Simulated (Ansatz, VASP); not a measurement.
## Ni (Nickel) in two plane-wave programs

Wanted: the spread between two codes on one cell, functional and k mesh. The cell is taken from a series of VASP runs on this material, whose earlier steps may have relaxed, scaled or displaced it; both programs get it as it stands. Valence electrons are named where the data sets of a main pair hold unlike numbers.

Method: plane waves, with VASP 6.6.1 beside it; band structure at LDA and single point at LDA, in Ansatz 0.2.0.

## (1) Set-up

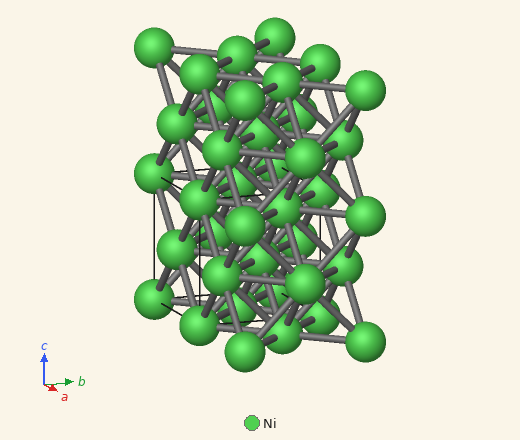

The starting structure, seen slightly off an axis (nickel green). 2×1×2 cells are drawn. This picture shows the conventional cell, with its axes. Some periodic images of atoms are drawn too.

## (2) Ansatz: band structure, LDA

Ansatz runs on its default PAW (the set named soft_2) files.

A single point gives forces, pressure and levels at one fixed geometry, so differences don't come from the geometry; what else differs is listed under the comparison.

Input file input.yaml:

```yaml
crystal:
  lattice:
    - [0.0, 1.7113975412, 1.7113975412]
    - [1.7113975412, 0.0, 1.7113975412]
    - [1.7113975412, 1.7113975412, 0.0]
  atoms:
    - { symbol: Ni, position: [0.0, 0.0, 0.0], spin: 0.657 }
hamiltonian:
  xc: lda
  pseudopotentials: { kind: paw }
magnetization:
  spin_polarized: true
kpoints:
  mp_grid: { grid: [10, 10, 10] }
  band_path:
    path:
      - [0.0, 0.0, 0.0]
      - [0.16667, 0.0, 0.16667]
      - [0.33333, 0.0, 0.33333]
      - [0.5, 0.0, 0.5]
      - [0.5, 0.08333, 0.58333]
      - [0.5, 0.18333, 0.68333]
      - [0.5, 0.25, 0.75]
      - [0.45, 0.3, 0.75]
      - [0.40833, 0.34167, 0.75]
      - [0.35, 0.35, 0.7]
      - [0.225, 0.225, 0.45]
      - [0.075, 0.075, 0.15]
      - [0.03333, 0.03333, 0.03333]
      - [0.23333, 0.23333, 0.23333]
      - [0.4, 0.4, 0.4]
      - [0.51667, 0.46667, 0.51667]
      - [0.55833, 0.38333, 0.55833]
      - [0.60833, 0.28333, 0.60833]
      - [0.60833, 0.25, 0.64167]
      - [0.55833, 0.25, 0.69167]
      - [0.51667, 0.25, 0.73333]
      - [0.5, 0.3, 0.7]
      - [0.5, 0.38333, 0.61667]
      - [0.5, 0.48333, 0.51667]
      - [0.475, 0.475, 0.55]
      - [0.425, 0.425, 0.65]
      - [0.38333, 0.38333, 0.73333]
      - [0.59167, 0.18333, 0.59167]
      - [0.55, 0.1, 0.55]
      - [0.5, 0.0, 0.5]
    npoints: 1
scf:
  occupations: { method: methfessel_paxton, width: 0.2 }
  n_extra_bands: 8
output:
  forces: true
  stress: true
  eigenvalues: true
  write_density: true
  write_potential: true
  elf: true
  volumetric_format: npy
```

On the command line:

```
ansatz run input.yaml --threads 2 --pin off --max-ram 4608MiB --backend cpu --events-out ev --progress --plain --runs-dir out
```

Numbers of over 12 decimals in the logs are rounded to 6 here.

The log of the run:

```text
scf.n_extra_bands = 8 over 9 filled bands (N_el = 18.0): the run solves 17 bands
Engine: ansatz 0.2.0, aarch64-unknown-linux-gnu
Pseudopotentials: kind: paw
Pseudopotential: Ni, paw, valence charge 18, recommended cutoff 420 eV (normal), Ni.paw.azcp
Functional definition: SPW92
  exchange = slater_x
  correlation = pw_c
Crystal: 1 atoms, lattice volume = 10.025 Å³
Basis set: ecut = 420 eV, 181 PW (Γ)
Bands: 17, of which v1, the nominal top of the filled ones, is band 9 counted from 1 (8 counted from 0)
Symmetry: 48 space group operations
Space group: Fm-3m (ITA 225), of the structure as read, at distance tolerance 2.2e-5 Å
Magnetic group: BNS 225.116 (UNI 1618), of the structure as read, at distance tolerance 2.2e-5 Å
k-points: 47 of 1000
Non-local potential: Ni, projectors of the file, l = 0: 3, l = 1: 2, l = 2: 3, l = 3: 1
PAW form: soft (Blöchl's): semilocal exchange-correlation on the pseudo side does not see the compensation charge
PAW frozen core: Ni, regenerated for the run's functional, and the local potential with it (the file was generated under x = pbe(κ = 0.804, μ = 0.219515), c = pbe(β = 0.066725))
PAW one-centre angular grid: Ni, 590 points (default); XC on 64 Gauss nodes
Initial density: superposition of atomic densities (chi_scale 0.1, normalization cell)
Starting moments: Σ|m| = 0.657 μB on 1 of 1 site
Initial wavefunctions: pseudopotential atomic-orbital guess
Functional: x = slater, c = lda
SCF iter   1: F=—  HF=-5772.740453 eV  |F-HF|=—  |Δ(HF+E_count)|=         —  Δρ=1.24e-1 (↑3.72e-2 ↓1.24e-1)  dr2=1.46e0  dr2_m=1.83e-1  M=0.792 μB ∫|m|=0.839 μB  β_m=0.30  ethr=3.10e-3  ⟨swp⟩=5.1  Hψ=7804  notcnv=0  defer=37
Mixer restart at iter 1: flushing history
preconditioner: auto → none  [metal: Δε(μ)=0.019 eV  Ē_g=24.285 eV  σ=0.200 eV  W_gap=0.05  n_scr=0 (ndim 8)  ℏωp=37.1 eV  f_vac=0.000  D(μ)=1.40/eV (n_scr^D=14)]
SCF iter   2: F=—  HF=-5772.386989 eV  |F-HF|=—  |Δ(HF+E_count)|=   3.53e-1  Δρ=7.80e-2 (↑7.80e-2 ↓3.34e-2)  dr2=5.99e-1  dr2_m=5.06e-2  M=0.742 μB ∫|m|=0.782 μB  β_m=0.25  ethr=3.10e-3  ⟨swp⟩=2.9  Hψ=3529  notcnv=0  defer=251
SCF iter   3: F=—  HF=-5772.580272 eV  |F-HF|=—  |Δ(HF+E_count)|=   1.93e-1  Δρ=3.31e-2 (↑3.31e-2 ↓1.34e-2)  dr2=2.65e-2  dr2_m=4.24e-2  M=0.746 μB ∫|m|=0.793 μB  β_m=0.61  ethr=3.10e-3  ⟨swp⟩=2.1  Hψ=2446  notcnv=0  defer=245
SCF iter   4: F=—  HF=-5773.315021 eV  |F-HF|=—  |Δ(HF+E_count)|=   7.35e-1  Δρ=1.83e-2 (↑1.23e-2 ↓1.83e-2)  dr2=5.43e-2  dr2_m=1.05e-3  M=0.698 μB ∫|m|=0.749 μB  β_m=0.81  ethr=1.47e-4  ⟨swp⟩=2.2  Hψ=3175  notcnv=0  defer=174
SCF iter   5: F=—  HF=-5773.389910 eV  |F-HF|=—  |Δ(HF+E_count)|=   7.49e-2  Δρ=1.78e-2 (↑9.12e-3 ↓1.78e-2)  dr2=4.07e-2  dr2_m=2.03e-3  M=0.667 μB ∫|m|=0.719 μB  β_m=0.90  ethr=1.47e-4  ⟨swp⟩=1.0  Hψ=1886  notcnv=0  defer=135
SCF iter   6: F=—  HF=-5773.391651 eV  |F-HF|=—  |Δ(HF+E_count)|=   1.74e-3  Δρ=3.56e-3 (↑3.56e-3 ↓7.43e-4)  dr2=1.01e-3  dr2_m=2.07e-4  M=0.664 μB ∫|m|=0.716 μB  β_m=0.79  ethr=1.47e-4  ⟨swp⟩=1.9  Hψ=1839  notcnv=0  defer=85
SCF iter   7: F=—  HF=-5773.392029 eV  |F-HF|=—  |Δ(HF+E_count)|=   3.78e-4  Δρ=9.27e-4 (↑5.40e-4 ↓9.27e-4)  dr2=9.26e-6  dr2_m=4.90e-5  M=0.661 μB ∫|m|=0.714 μB  β_m=0.90  ethr=5.62e-6  ⟨swp⟩=1.9  Hψ=2029  notcnv=0  defer=88
SCF iter   8: F=—  HF=-5773.392069 eV  |F-HF|=—  |Δ(HF+E_count)|=   3.94e-5  Δρ=1.60e-4 (↑3.26e-5 ↓1.60e-4)  dr2=1.99e-6  dr2_m=4.09e-7  M=0.662 μB ∫|m|=0.715 μB  β_m=0.95  ethr=5.14e-8  ⟨swp⟩=2.1  Hψ=2092  notcnv=0  defer=88
SCF iter   9: F=—  HF=-5773.375525 eV  |F-HF|=—  |Δ(HF+E_count)|=         —  Δρ=3.76e-3 (↑3.14e-3 ↓3.76e-3)  dr2=3.04e-5  dr2_m=1.05e-3  M=0.683 μB ∫|m|=0.734 μB  β_m=0.95  ethr=1.11e-8  ⟨swp⟩=2.1  Hψ=1907  notcnv=0  defer=88
Mixer restart at iter 9: flushing history
iteration 9: the input's own smearing fills from here on; a Gaussian of 0.2 eV has filled iterations ahead of it
SCF iter  10: F=—  HF=-5773.375687 eV  |F-HF|=—  |Δ(HF+E_count)|=   1.62e-4  S|Δr|=    0.00e0  Δρ=1.79e-3 (↑1.79e-3 ↓9.98e-4)  dr2=3.54e-5  dr2_m=1.77e-4  M=0.689 μB ∫|m|=0.741 μB  β_m=0.97  ethr=1.11e-8  ⟨swp⟩=2.6  Hψ=2376  notcnv=0  defer=88
SCF iter  11: F=—  HF=-5773.376051 eV  |F-HF|=—  |Δ(HF+E_count)|=   3.64e-4  S|Δr|=    0.00e0  Δρ=3.43e-3 (↑1.94e-3 ↓3.43e-3)  dr2=1.51e-3  dr2_m=5.64e-5  M=0.697 μB ∫|m|=0.750 μB  β_m=0.62  ethr=1.11e-8  ⟨swp⟩=3.1  Hψ=3040  notcnv=0  defer=88  recentre
SCF iter  12: F=—  HF=-5773.375713 eV  |F-HF|=—  |Δ(HF+E_count)|=   3.38e-4  S|Δr|=    0.00e0  Δρ=2.23e-4 (↑1.28e-4 ↓2.23e-4)  dr2=1.88e-6  dr2_m=1.05e-6  M=0.694 μB ∫|m|=0.747 μB  β_m=0.77  ethr=1.11e-8  ⟨swp⟩=3.1  Hψ=3030  notcnv=0  defer=88
SCF iter  13: F=—  HF=-5773.375713 eV  |F-HF|=—  |Δ(HF+E_count)|=   4.13e-8  S|Δr|=    0.00e0  Δρ=2.69e-5 (↑2.69e-5 ↓1.33e-5)  dr2=1.02e-8  dr2_m=3.71e-8  M=0.694 μB ∫|m|=0.747 μB  β_m=0.89  ethr=5.56e-10  ⟨swp⟩=9.5  Hψ=10434  notcnv=0
SCF iter  14: F=-5773.375713 eV  HF=-5773.375713 eV  |F-HF|=4.33e-10  |Δ(HF+E_count)|=   1.07e-8  S|Δr|=    0.00e0  Δρ=2.85e-6 (↑2.08e-6 ↓2.85e-6)  dr2=6.69e-10  dr2_m=2.66e-10  M=0.694 μB ∫|m|=0.747 μB  ethr=5.65e-11  ⟨swp⟩=5.9  Hψ=6041  notcnv=0
SCF 1 converged in 14 iterations: F = -5773.375713 eV  dr2 = 6.69e-10
  greatest PAW one-centre occupation: 1.002 electrons in one spin orbital (limit 2), on the Ni atom at site 0 (counted from 0), in its partial waves of l = 1
this state was not tested for a lower state beside it, because cold or Methfessel-Paxton smearing, or corrected tetrahedra, fill the levels in a way that the test cannot read (fill_not_monotonic; see scf.lower_state_search)
NSCF: frozen V_eff on 30 k-points
SCF converged after 14 iterations
Magnetization: 0.6937 μB (9.3469 up, 8.6531 down)
Absolute magnetization: 0.7482 μB (∫|ρ↑−ρ↓|, with the PAW one-centre terms)
Spin contamination: 0.0041 ħ² per cell (⟨S²⟩ above its minimum at these occupations)
Per-site moments (μB) at R_I (Å): [(0.718222, 0.998366)]
Free energy (F): -5773.375713 eV
Harris-Foulkes:  -5773.375713 eV  (|F-HF|=4.33e-10)
Internal energy: -5773.373011 eV  (E = F + TS)
E sigma→0 (E₀):  -5773.375037 eV
Entropy (-TS):   -0.002701 eV (-2.701 meV/atom)
Fermi energy:    19.671343 eV
--- Per-component energies (eV) ---
  E_band       = -256.866091
  E_kinetic    = 284.437165
  E_local      = -3302.521078  (includes V_loc(G=0)·N_el)
  E_nonlocal   = 637.672808
  E_hartree    = 1378.815381
  E_xc         = -85.459129
  E_vxc        = -110.645526  (∫ρ·V_xc dr)
  E_paw        = -1562.025179  (= ΣΔE_a)
  E_vpaw       = -523.438979  (= ΣTr[D̂ρ^β])
  E_aug_tail   = 0.000694  (compensation charges beyond the density's cutoff)
  E_ewald      = -3124.727794
  E_core_change = 0.434120  (= ΣΔE_core)
  E_smearing   = -0.002701  (= −TS)
  E_closure    = -0.000000  (closes the sum)
  Σ components = -5773.375713   (vs F -5773.375713, Δ=0.00e0)
--- Forces (eV/Å), atoms counted from 1 ---
  atom   1  Ni    -0.00000000    -0.00000000    -0.00000000
  max |Σ_I F_I| component: 4.11e-33 eV/Å
--- Stress (GPa, compression-positive) ---
        0.859340      -0.000000       0.000000
        0.000000       0.859340      -0.000000
        0.000000      -0.000000       0.859340
  P = ⅓ Tr σ = 0.8593 GPa (8.593 kbar)
--- Band table (eV; the first three rows and the last of 94) ---
  k-point 0 ↑: bands = [... 5 lower, 16.9789, 16.9789, 16.9789, 18.2952, 18.2952, 43.8731, 48.3629, 48.3629, ... 4 higher]
  k-point 1 ↑: bands = [... 5 lower, 16.8672, 17.0727, 17.0727, 18.2580, 18.2580, 42.3528, 45.4743, 47.5873, ... 4 higher]
  k-point 2 ↑: bands = [... 5 lower, 16.6457, 17.2235, 17.2235, 18.2717, 18.2717, 37.4076, 44.5445, 46.5869, ... 4 higher]
  k-point 46 ↓: bands = [... 5 lower, 16.3760, 17.4195, 18.9865, 20.0932, 26.5331, 29.6756, 30.3369, 32.0198, ... 4 higher]
```

Wall time 1.9 s (2 threads of Arm Neoverse V2, shared host); peak memory 0.26 GiB; 2.9 s of CPU time.

In the SCF lines HF is the Harris–Foulkes energy and dr2 the Hartree energy of the density residual, in eV; the loop may stop once dr2 is under the threshold and the program's other checks hold. Hψ counts applications of the Hamiltonian.

## (3) VASP: band structure, LDA

The same cell, functional (in two slightly different forms), mesh and smearing now go to VASP, with its own data sets.

Lines of VASP's logs that name or quote its potential files are left out, and so is its time.

Input file INCAR:

```
SYSTEM = Ni
PREC = Accurate
ENCUT = 400
EDIFF = 1E-06
NELM = 100
ISMEAR = 1
SIGMA = 0.2
LREAL = .FALSE.
ALGO = Normal
GGA = CA
NBANDS = 16
ISPIN = 2
MAGMOM = 0.657
LMAXMIX = 4
LORBIT = 11
LWAVE = .FALSE.
LCHARG = .FALSE.
KPAR = 2
```

Input file POSCAR:

```
Ni
1.0
    0.0000000000      1.7113975412      1.7113975412
    1.7113975412      0.0000000000      1.7113975412
    1.7113975412      1.7113975412      0.0000000000
Ni
1
Direct
    0.0000000000      0.0000000000      0.0000000000
```

Input file KPOINTS:

```
Automatic mesh
0
Gamma
10 10 10
0 0 0
```

Input file KPOINTS_OPT:

```
Line mode
16
Line-mode
Reciprocal
  0.00000000   0.00000000   0.00000000 GAMMA
  0.50000000   0.00000000   0.50000000 X

  0.50000000   0.00000000   0.50000000 X
  0.50000000   0.25000000   0.75000000 W

  0.50000000   0.25000000   0.75000000 W
  0.37500000   0.37500000   0.75000000 K

  0.37500000   0.37500000   0.75000000 K
  0.00000000   0.00000000   0.00000000 GAMMA

  0.00000000   0.00000000   0.00000000 GAMMA
  0.50000000   0.50000000   0.50000000 L

  0.50000000   0.50000000   0.50000000 L
  0.62500000   0.25000000   0.62500000 U

  0.62500000   0.25000000   0.62500000 U
  0.50000000   0.25000000   0.75000000 W

  0.50000000   0.25000000   0.75000000 W
  0.50000000   0.50000000   0.50000000 L

  0.50000000   0.50000000   0.50000000 L
  0.37500000   0.37500000   0.75000000 K

  0.62500000   0.25000000   0.62500000 U
  0.50000000   0.00000000   0.50000000 X
```

Potentials, in the order of the species: Ni (LDA family, release 64).

On the command line:

```
mpirun -np 2 vasp_std
```

The log of the run:

```text
[banner, memory and clock lines left out]
running    2 mpi-ranks, on    1 nodes
 distrk:  each k-point on    1 cores,    2 groups
 distr:  one band on    1 cores,    1 groups

 POSCAR found type information on POSCAR Ni
 POSCAR found :  1 types and       1 ions
 LDA part: xc-table for (Slater(with rela. corr.)+CA(PZ))
 , standard interpolation
 POSCAR, INCAR and KPOINTS ok, starting setup
 FFT: planning ... GRIDC
 FFT: planning ... GRID_SOFT
 FFT: planning ... GRID
 WAVECAR not read
 entering main loop
       N       E                     dE             d eps       ncg     rms          rms(c)
DAV:   1     0.253643838535E+02    0.25364E+02   -0.33707E+03  3272   0.673E+02
DAV:   2    -0.664842786749E+01   -0.32013E+02   -0.29569E+02  3544   0.136E+02
DAV:   3    -0.768957760120E+01   -0.10411E+01   -0.10300E+01  3656   0.244E+01
DAV:   4    -0.769365182428E+01   -0.40742E-02   -0.40739E-02  3840   0.143E+00
DAV:   5    -0.769367550480E+01   -0.23681E-04   -0.23681E-04  3688   0.101E-01    0.111E+01
DAV:   6    -0.688211582798E+01    0.81156E+00   -0.12602E+01  4152   0.381E+01    0.563E+00
DAV:   7    -0.660122574496E+01    0.28089E+00   -0.18796E+00  3824   0.137E+01    0.222E+00
DAV:   8    -0.658065461059E+01    0.20571E-01   -0.21315E-02  4288   0.909E-01    0.101E+00
DAV:   9    -0.657778800817E+01    0.28666E-02   -0.16695E-03  5064   0.228E-01    0.272E-01
DAV:  10    -0.657724732476E+01    0.54068E-03   -0.33707E-04  5072   0.929E-02    0.717E-02
DAV:  11    -0.657718029048E+01    0.67034E-04   -0.82008E-05  4656   0.641E-02    0.279E-02
DAV:  12    -0.657718196387E+01   -0.16734E-05   -0.15760E-06  2920   0.117E-02    0.125E-02
DAV:  13    -0.657718225779E+01   -0.29392E-06   -0.11681E-06  2520   0.866E-03
   1 F= -.65771823E+01 E0= -.65762040E+01  d E =-.293486E-02  mag=     0.6592
 Start KPOINTS_OPT (optional k-point list driver)
k-point batch [1-47\160]
       N       E                     dE             ncg
DAV:   1     0.548894330940E+04   -0.15623E+05     3144
DAV:   2     0.377144877537E+04   -0.17175E+04     3496
DAV:   3     0.371565152365E+04   -0.55797E+02     3880
DAV:   4     0.371545739266E+04   -0.19413E+00     3840
DAV:   5     0.371545629523E+04   -0.10974E-02     3944
DAV:   6     0.371545628763E+04   -0.75941E-05     3472
DAV:   7     0.371545628750E+04   -0.13727E-06     3192
[...]
k-point batch [142-160\160]
       N       E                     dE             ncg
DAV:   1     0.159371529186E+05   -0.80867E+04     1288
DAV:   2     0.152221600566E+05   -0.71499E+03     1480
DAV:   3     0.151991876378E+05   -0.22972E+02     1536
DAV:   4     0.151991111735E+05   -0.76464E-01     1536
DAV:   5     0.151991108102E+05   -0.36330E-03     1568
DAV:   6     0.151991108078E+05   -0.24785E-05     1392
DAV:   7     0.151991108077E+05   -0.47254E-07     1248
```

OUTCAR, selected parts (step 3):

```text
ion  position               nearest neighbor table
   1  0.000  0.000  0.000-

  LATTYP: Found a face centered cubic cell.
 ALAT       =     3.4227950824

 Subroutine GETGRP returns: Found 48 space group operations
 (whereof 48 operations were pure point group operations)

The static configuration has the point symmetry O_h .

 Found     47 irreducible k-points:

   k-points           NKPTS =     47   k-points in BZ     NKDIM =     47   number of bands    NBANDS=     16

   dimension x,y,z NGX =    16 NGY =   16 NGZ =   16
   dimension x,y,z NGXF=    32 NGYF=   32 NGZF=   32

   ENCUT  =  400.0 eV  29.40 Ry    5.42 a.u.   3.95  3.95  3.95*2*pi/ulx,y,z

   NELECT =      10.0000    total number of electrons

 k-points in reciprocal lattice and weights: Automatic mesh
   0.00000000  0.00000000  0.00000000       0.001
   0.10000000  0.00000000  0.00000000       0.008
   0.20000000  0.00000000  0.00000000       0.008
   0.30000000  0.00000000  0.00000000       0.008
   0.40000000  0.00000000  0.00000000       0.008
   0.50000000  0.00000000  0.00000000       0.004
   0.10000000  0.10000000  0.00000000       0.006
   0.20000000  0.10000000  0.00000000       0.024
   0.30000000  0.10000000  0.00000000       0.024
[...]
-0.30000000  0.40000000  0.20000000       0.024
  -0.30000000  0.50000000  0.20000000       0.012

 average (electrostatic) potential at core
       1 -80.9733

 E-fermi :  10.2600

 spin component 1
 k-point     1 :       0.0000    0.0000    0.0000
  band No.  band energies     occupation
    ...
      2       7.6435      1.00000
      3       7.6435      1.00000
      4       7.6435      1.00000
      5       8.9467      1.00000
      6       8.9467      1.00000
      7      34.7059      0.00000
      8      39.1151      0.00000
      9      39.1151      0.00000
     10      39.1151      0.00000
     11      42.3787      0.00000
    ...

 k-point     2 :       0.1000    0.0000    0.0000
  band No.  band energies     occupation
    ...
      2       7.5323      1.00000
      3       7.7364      1.00000
      4       7.7364      1.00000
      5       8.9096      1.00000
      6       8.9096      1.00000
      7      33.1741      0.00000
      8      36.2644      0.00000
      9      38.4153      0.00000
     10      38.4153      0.00000
     11      43.4393      0.00000
    ...

 k-point     3 :       0.2000    0.0000    0.0000
  band No.  band energies     occupation
    ...
      2       7.3134      1.00000
      3       7.8858      1.00000
      4       7.8858      1.00000
      5       8.9233      1.00000
      6       8.9233      1.00000
      7      28.1529      0.00000
      8      35.3742      0.00000
      9      37.4402      0.00000
     10      37.4402      0.00000
     11      43.4638      0.00000
    ...

 k-point     4 :       0.3000    0.0000    0.0000
  band No.  band energies     occupation
    ...
      2       7.3966      1.00000
      3       7.8425      1.00000
      4       7.8425      1.00000
      5       9.2032      1.00000
      6       9.2032      1.00000
      7      23.0583      0.00000
      8      34.4118      0.00000
      9      36.7519      0.00000
     10      36.7519      0.00000
     11      41.6227      0.00000
    ...

 k-point     5 :       0.4000    0.0000    0.0000
  band No.  band energies     occupation
    ...
      2       7.7017      1.00000
      3       7.7017      1.00000
      4       8.5856      1.00000
      5       9.5678      1.00001
      6       9.5678      1.00001
      7      18.7197      0.00000
      8      33.5309      0.00000
      9      36.3693      0.00000
     10      36.3693      0.00000
     11      39.8612      0.00000
    ...

 k-point     6 :       0.5000    0.0000    0.0000
  band No.  band energies     occupation
    ...
      2       7.6373      1.00000
      3       7.6373      1.00000
      4       9.7255      1.00052
      5       9.7255      1.00052
      6       9.8311      1.00487
      7      16.5507      0.00000
      8      33.1898      0.00000
      9      36.2485      0.00000
     10      36.2485      0.00000
     11      39.2213      0.00000
    ...

  Total       -0.0060754     -0.0060754     -0.0060754      0.0000000      0.0000000      0.0000000
  in kB       -0.9709666     -0.9709666     -0.9709666      0.0000000      0.0000000      0.0000000
  external PRESSURE =      -0.9709666 kB  Pullay stress =       0.0000000 kB

  energy-cutoff  :      400.00
  volume of cell :       10.02
      direct lattice vectors                 reciprocal lattice vectors
     0.000000000  1.711397541  1.711397541    -0.292158887  0.292158887  0.292158887
     1.711397541  0.000000000  1.711397541     0.292158887 -0.292158887  0.292158887
     1.711397541  1.711397541  0.000000000     0.292158887  0.292158887 -0.292158887

 POSITION                                       TOTAL-FORCE (eV/Angst)
 -----------------------------------------------------------------------------------
      0.00000      0.00000      0.00000         0.000000      0.000000     -0.000000
 -----------------------------------------------------------------------------------
    total drift:                                0.000000      0.000000      0.000000

  FREE ENERGIE OF THE ION-ELECTRON SYSTEM (eV)
  ---------------------------------------------------
  free  energy   TOTEN  =        -6.5771822578 eV

  energy  without entropy=       -6.5742473930  energy(sigma->0) =       -6.57620397

 total charge
# of ion       s       p       d       tot
------------------------------------------
    1        0.537   0.575   8.362   9.474

 magnetization (x)
# of ion       s       p       d       tot
------------------------------------------
    1       -0.003  -0.017   0.678   0.658

[... 6 further parts left out ...]
```

The cell holds one magnetic atom, so no antiferromagnetic order fits into it. The k-mesh is coarse for a metal.

## (4) Differences

Known differences besides the potentials themselves: the two LDA forms differ slightly; the data sets hold 18 valence electrons in Ansatz (on its default PAW (the set named soft_2) files) and 10 in VASP; the cutoff is 420 eV in Ansatz and 400 eV in VASP; VASP's log shows a relativistic correction to its local exchange, Ansatz's none; site moments are counted in spheres of each program's own size. Total energies have different zeros and are not compared.

Both answers:

```csv
quantity,Ansatz,VASP,difference
pressure (GPa),0.86,-0.10,+0.96
pressure without Ansatz's Pulay correction (GPa),0.74,-0.10,+0.83
total moment (μB),0.69,0.66,+0.03
moment on Ni1 (μB),0.72,0.66,+0.06
```

Ansatz's pressure holds a Pulay correction of 0.12 GPa; VASP's holds none.

(Part 1 of 2 ends here.)

[Lines on the potential files, build, host, timing and source positions are cut from VASP's logs without a mark.]

[Logs are printed without paths, hosts, clocks, repeated set-up lines and the standing remarks that a program may print on its own settings, such as how far it seeks lower states.]

[Hosts, paths, dates, database ids (printed as entryN), source tags and the programs' standing remarks are cut or masked in the printed files.]
